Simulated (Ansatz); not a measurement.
# Calculations on SnH$_{5}$OCl

## 1. Relaxation

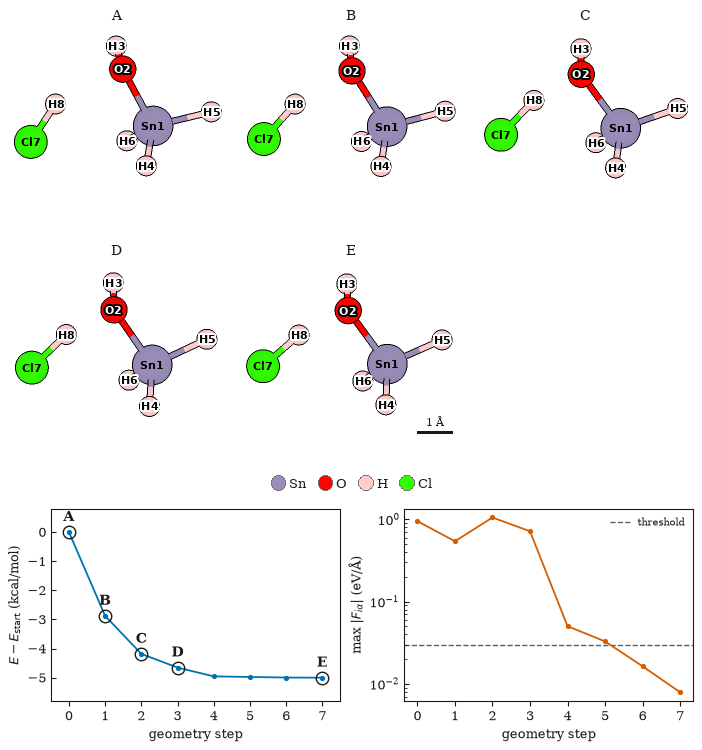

Frames of a relaxation of SnH$_{5}$OCl, marked on the history of the run. The picture is a ball-and-stick view, seen at a tilt.

The run prepares an end point of a later path (reaction) calculation, from a guessed geometry.

The calculation used RKS PBE/def2-SVP in Ansatz. (no spin polarisation; force threshold 0.03 eV/Å; at most 50 steps)

**Describe the path.**

The largest move after the best rigid fit is that of H8, 0.36 Å. By element the largest moves are H 0.36 Å, Cl 0.32 Å, O 0.31 Å, Sn 0.09 Å. Some distances before and after: Sn1–O2 1.991 → 2.061 Å, Cl7–H8 1.341 → 1.365 Å, Sn1–H5 1.737 → 1.730 Å, Sn1–H6 1.729 → 1.722 Å. Bond angles that change, for instance: O2–Sn1–H5 106.5° → 104.1°. After 7 geometry steps the energy has fallen by 5.00 kcal/mol. The largest force component goes from 0.95 to 0.0079 eV/Å. From step 0 to 1: H8 moves most (0.19 Å), energy −2.88 kcal/mol. From step 1 to 2: H8 moves most (0.19 Å), energy −1.31 kcal/mol. From step 2 to 3: H5 moves most (0.15 Å), energy −0.47 kcal/mol. From step 3 to 7: Cl7 moves most (0.11 Å), energy −0.35 kcal/mol.

| step | E − E(0), kcal/mol | largest force component, eV/Å |
| --- | --- | --- |
| 0 | 0.00 | 0.9485 |
| 1 | -2.88 | 0.5410 |
| 2 | -4.18 | 1.0527 |
| 3 | -4.65 | 0.7157 |
| 4 | -4.96 | 0.0502 |
| 5 | -4.98 | 0.0328 |
| 6 | -5.00 | 0.0163 |
| 7 | -5.00 | 0.0079 |

## 2. Relaxation

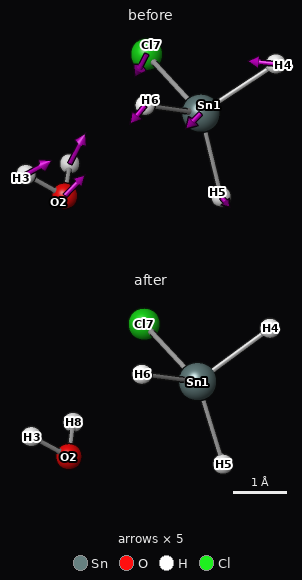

The structure of SnH$_{5}$OCl before (top) and after (bottom) a relaxation, at one scale. The purple arrows give the displacements, 5 times their true length.

Style: ball-and-stick. Shown from a free direction.

The run prepares an end point of a later path (reaction) calculation, from a guessed geometry.

Method: RKS PBE/def2-SVP in Ansatz. Set-up: no spin polarisation; force threshold 0.03 eV/Å; at most 50 steps.

Q: What changed between the two?

A: H8 moves most after the best rigid fit: 0.14 Å. By element the largest moves are H 0.14 Å, O 0.12 Å, Cl 0.12 Å, Sn 0.09 Å. Among the contacts that change: Sn1–O2 3.158 → 2.959 Å, O2–H8 0.992 → 0.983 Å, Sn1–Cl7 2.409 → 2.417 Å. After 5 accepted moves (6 points after the start) the energy has fallen by 0.023 eV. The largest force component goes from 0.48 to 0.0062 eV/Å. The line search rejected the trial step at point 2 of the run.

Limits of the set-up: the start holds two separate molecules, 2.6 Å apart at their closest, whose relative position is a soft coordinate and is computed without a dispersion correction.

## 3. Path

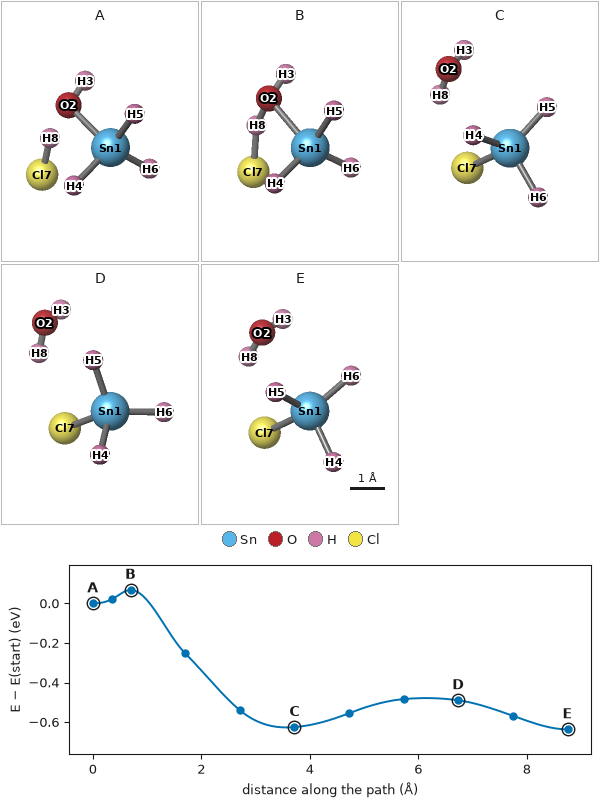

A nudged-elastic-band calculation for SnH₅OCl. Images are numbered from 0 (start) to 10 (end). Frames A to E are images 0, 2, 5, 8, 10. A ball-and-stick model, seen from a free direction.

Method: Ansatz, RKS PBE/def2-SVP. Settings: 9 movable images; climbing image; force threshold 0.03 eV/Å; iteration limit 60; starting path through a guess of the saddle point.

> Describe the mechanism and the energy profile.

The energy climbs by 0.07 eV to image 2 and then falls by 0.70 eV, so the end point sits at −0.64 eV. The profile has 2 maxima (images 2, 7) with a dip at image 5 (−0.63 eV), so the process runs in steps. The path has more than one stage, and so few images may leave a stage unresolved. Breaking: Cl7–H8 (1.36 → 1.54 at the top → 2.34 Å), Sn1–O2 (2.06 → 2.14 at the top → 2.96 Å). Forming: O2–H8 (1.58 → 1.24 at the top → 0.98 Å), Sn1–Cl7 (3.66 → 3.06 at the top → 2.42 Å). The band converged in 43 iterations. The largest component of the band force went from 4.1 to 0.024 eV/Å. The climbing image converged on the top of the path. Its vibrational analysis gives one imaginary mode (228i cm⁻¹), as a transition state must have.

The run took 11 min on 1 thread of AMD EPYC 7B13 (Zen 3), on a shared host, peak memory 0.14 GiB.
